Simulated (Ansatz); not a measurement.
# GaH2F: one molecule under many settings

Aim: run GaH2F under a spread of inputs, and see what each costs and gives.

Method: the settings change from run to run; program: Ansatz 0.2.0, Gaussian basis.

### Step 1. The geometry

The structure was relaxed beforehand with PBE0-D4 in a triple-zeta def2 set.

4 atoms, charge 0, spin multiplicity 1.

Atoms are counted from 1 here; the program's logs count them from 0.

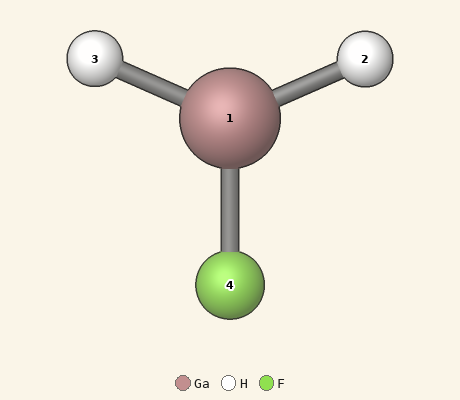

The structure; gallium pink, hydrogen white, fluorine green; atoms are numbered from 1 in the order of the file.

### Step 2. LC-wPBE/def2-SVPD

Options: charge +1, multiplicity 2, relativity set to scalar.

in.yaml reads:

```yaml
crystal:
  periodic: [false, false, false]
  atoms:
    - {symbol: Ga, position_ang: [0.064658, 0.107570, -0.000269]}
    - {symbol: H, position_ang: [1.607926, -0.086837, 0.014588]}
    - {symbol: H, position_ang: [-0.831079, 1.379179, -0.019011]}
    - {symbol: F, position_ang: [-0.841515, -1.399911, 0.004681]}
basis:
  gaussian: {orbitals: def2-SVPD}
total_charge: 1
magnetization: {spin_polarized: true, initial_magnetization: 1}
hamiltonian: {xc: {name: LC-wPBE}, pseudopotentials: {relativity: scalar}}
```

Run with:

```sh
$ ansatz run in.yaml --threads 4 --pin off --events-out ev --progress --plain --max-ram 3916MiB
```

Output:

```text
Functional definition: LC-wPBE
  name "LC-wPBE"
  cite "Vydrov & Scuseria, J. Chem. Phys. 125, 234109 (2006) doi:10.1063/1.2409292"
  cite "Heyd & Scuseria, J. Chem. Phys. 120, 7274 (2004) doi:10.1063/1.1668634"
  cite "Ernzerhof & Perdew, J. Chem. Phys. 109, 3313 (1998) doi:10.1063/1.476928"
  cite "Perdew, Burke & Ernzerhof, Phys. Rev. Lett. 77, 3865 (1996) doi:10.1103/PhysRevLett.77.3865"
  parent pbe
  parameter omega = 0.4/bohr
  exchange = pbe_x_sr(omega) + exact_x_lr(omega)
  correlation = pbe_c
728 factors; their error is unknown
302 factors; integrals over basis functions are off by at most 2.9e-5 eV
mean field evaluation 1: about -55496.5500 eV, gradient 6.4e1 eV
mean field evaluation 2: about -55402.6779 eV, gradient 1.6e2 eV
mean field evaluation 4: about -55511.0864 eV, gradient 3.7e0 eV
mean field evaluation 8: about -55511.1488 eV, gradient 1.6e-1 eV
mean field evaluation 16: about -55511.1237 eV, gradient 1.6e-4 eV
mean field -55511.12372035 eV, -2039.9961699317 hartree, gradient 9.3e-6 eV, S^2 0.782061; 0 other end points of the search recorded, 0 dependent functions left out
reference -55511.12372035 eV, -2039.9961699320 hartree; 21, 20 occupied and 56, 57 virtual orbitals, 728 factors
Total energy: -55511.12372035 eV, -2039.9961699320 hartree
Relativity: scalar
```

Wall time 0.9 s (4 threads of Arm Neoverse V1, shared host).

⟨S²⟩ 0.782.

### Step 3. SPW92/STO-3G

This run has coordinates scaled by 1.12.

in.yaml reads:

```yaml
crystal:
  periodic: [false, false, false]
  atoms:
    - {symbol: Ga, position_ang: [0.072417, 0.120478, -0.000301]}
    - {symbol: H, position_ang: [1.800877, -0.097258, 0.016339]}
    - {symbol: H, position_ang: [-0.930808, 1.544680, -0.021292]}
    - {symbol: F, position_ang: [-0.942497, -1.567901, 0.005243]}
basis:
  gaussian: {orbitals: STO-3G}
hamiltonian: {xc: {name: SPW92}}
scf: {omitted_lower_state_checks: [starts]}
```

Same command.

Output (excerpt; [...] marks lines left out):

```text
Functional definition: SPW92
  name "SPW92"
  cite "Dirac, Proc. Camb. Phil. Soc. 26, 376 (1930) doi:10.1017/S0305004100016108"
  cite "Slater, Phys. Rev. 81, 385 (1951) doi:10.1103/PhysRev.81.385"
  cite "Perdew & Wang, Phys. Rev. B 45, 13244 (1992) doi:10.1103/PhysRevB.45.13244"
[...]
271 factors; integrals over basis functions are off by at most 8.2e-5 eV
[...]
mean field -54363.49605913 eV, -1997.8216312721 hartree, gradient 1.9e-6 eV, S^2 0.000000; 0 other end points of the search recorded, 0 dependent functions left out
reference -54363.49607377 eV, -1997.8216318099 hartree; 21, 21 occupied and 4, 4 virtual orbitals, 271 factors
Total energy: -54363.49607377 eV, -1997.8216318099 hartree
Checks for a lower state left out: starts
```

Wall time 0.35 s (4 threads of Arm Neoverse V1, shared host).

### Step 4. CAM-B3LYP/def2-TZVP

This run has charge +1, multiplicity 2, atoms shaken by 0.03 Å, D4 dispersion.

in.yaml reads:

```yaml
crystal:
  periodic: [false, false, false]
  atoms:
    - {symbol: Ga, position_ang: [0.050330, 0.091930, 0.028921]}
    - {symbol: H, position_ang: [1.595687, -0.086795, 0.015327]}
    - {symbol: H, position_ang: [-0.812027, 1.363590, -0.030229]}
    - {symbol: F, position_ang: [-0.845010, -1.335879, -0.007351]}
basis:
  gaussian: {orbitals: def2-TZVP}
total_charge: 1
magnetization: {spin_polarized: true, initial_magnetization: 1}
hamiltonian: {xc: {name: CAM-B3LYP}, dispersion: d4}
scf: {omitted_lower_state_checks: [starts]}
```

Launched as before.

Output (excerpt; [...] marks lines left out):

```text
Functional definition: CAM-B3LYP
  name "CAM-B3LYP"
  cite "Yanai, Tew & Handy, Chem. Phys. Lett. 393, 51 (2004) doi:10.1016/j.cplett.2004.06.011"
  cite "Iikura, Tsuneda, Yanai & Hirao, J. Chem. Phys. 115, 3540 (2001) doi:10.1063/1.1383587"
  cite "Becke, Phys. Rev. A 38, 3098 (1988) doi:10.1103/PhysRevA.38.3098"
  cite "Lee, Yang & Parr, Phys. Rev. B 37, 785 (1988) doi:10.1103/PhysRevB.37.785"
  cite "Vosko, Wilk & Nusair, Can. J. Phys. 58, 1200 (1980) doi:10.1139/p80-159"
[...]
  # Exact exchange under (alpha + beta erf(omega r))/r, Becke's under what is left of 1/r.
[...]
647 factors; their error is unknown
156 factors; integrals over basis functions are off by at most 1.2e-5 eV
[...]
mean field -55120.35001779 eV, -2025.6355012385 hartree, gradient 6.7e-5 eV, S^2 0.773645; 0 other end points of the search recorded, 0 dependent functions left out
reference -55120.35011343 eV, -2025.6355047533 hartree; 21, 20 occupied and 70, 71 virtual orbitals, 647 factors
Total energy: -55120.37293161 eV, -2025.6363433062 hartree
Checks for a lower state left out: starts
```

Run time: 1.1 s. Hardware: 4 threads of Arm Neoverse V1, shared host.

⟨S²⟩ 0.774.

### Step 5. BHLYP/pcseg-2

in.yaml reads:

```yaml
crystal:
  periodic: [false, false, false]
  atoms:
    - {symbol: Ga, position_ang: [0.064658, 0.107570, -0.000269]}
    - {symbol: H, position_ang: [1.607926, -0.086837, 0.014588]}
    - {symbol: H, position_ang: [-0.831079, 1.379179, -0.019011]}
    - {symbol: F, position_ang: [-0.841515, -1.399911, 0.004681]}
basis:
  gaussian: {orbitals: pcseg-2}
hamiltonian: {xc: {name: BHLYP}}
scf: {omitted_lower_state_checks: [starts]}
output: {forces: true}
```

Launched as before.

Output (excerpt; [...] marks lines left out):

```text
Functional definition: BHLYP
  name "BHLYP"
  cite "Becke, J. Chem. Phys. 98, 1372 (1993) doi:10.1063/1.464304"
  cite "Becke, Phys. Rev. A 38, 3098 (1988) doi:10.1103/PhysRevA.38.3098"
  cite "Lee, Yang & Parr, Phys. Rev. B 37, 785 (1988) doi:10.1103/PhysRevB.37.785"
[...]
705 factors; their error is unknown
[...]
mean field -55128.50953551 eV, -2025.9353579843 hartree, gradient 4.3e-5 eV, S^2 0.000000; 0 other end points of the search recorded, 0 dependent functions left out
[...]
reference -55128.50969318 eV, -2025.9353637784 hartree; 21, 21 occupied and 80, 80 virtual orbitals, 705 factors
Total energy: -55128.50969318 eV, -2025.9353637784 hartree
Atom 0 at     0.064658     0.107570    -0.000269 Å, force    -0.072507    -0.120637    -0.000326 eV/Å
Atom 1 at     1.607926    -0.086837     0.014588 Å, force    -0.157391     0.025872    -0.001314 eV/Å
Atom 2 at    -0.831079     1.379179    -0.019011 Å, force     0.096686    -0.126846     0.002186 eV/Å
Atom 3 at    -0.841515    -1.399911     0.004681 Å, force     0.133212     0.221611    -0.000546 eV/Å
Dipole moment:     0.264570     0.440133    -0.001357 e Å
Checks for a lower state left out: starts
```

Wall time 0.65 s (4 threads of Arm Neoverse V1, shared host).

Largest force 0.259 eV/Å, dipole 2.47 D.

### Step 6. All runs side by side

```
              level  charge  multiplicity  geometry  functions  energy (eV)    time
  LC-wPBE/def2-SVPD       1             2   relaxed         77   -55511.124   0.9 s
       SPW92/STO-3G       0             1    scaled         25   -54363.496  0.35 s
CAM-B3LYP/def2-TZVP       1             2    shaken         91   -55120.373   1.1 s
      BHLYP/pcseg-2       0             1   relaxed        101   -55128.510  0.65 s
```

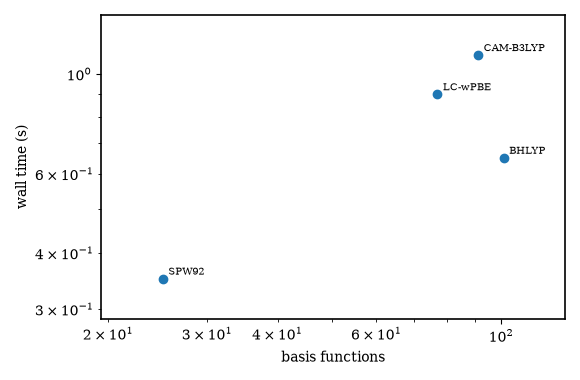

Wall time against the number of basis functions (shared host).

### Step 7. Outcome

| quantity | value |
| --- | --- |
| runs | 4 |
| quickest | SPW92/STO-3G, 0.35 s |
| slowest | CAM-B3LYP/def2-TZVP, 1.1 s |

In words: The runs differ in state or geometry as well as level, so their energies can't be set against each other. Run time spans a factor of 3, from SPW92/STO-3G to CAM-B3LYP/def2-TZVP. The jobs differ in tasks and options as well as level. At the PBE0-D4/def2-TZVP geometry and in the same state, the sound runs without point charges leave forces up to 0.26 eV/Å (BHLYP/pcseg-2).
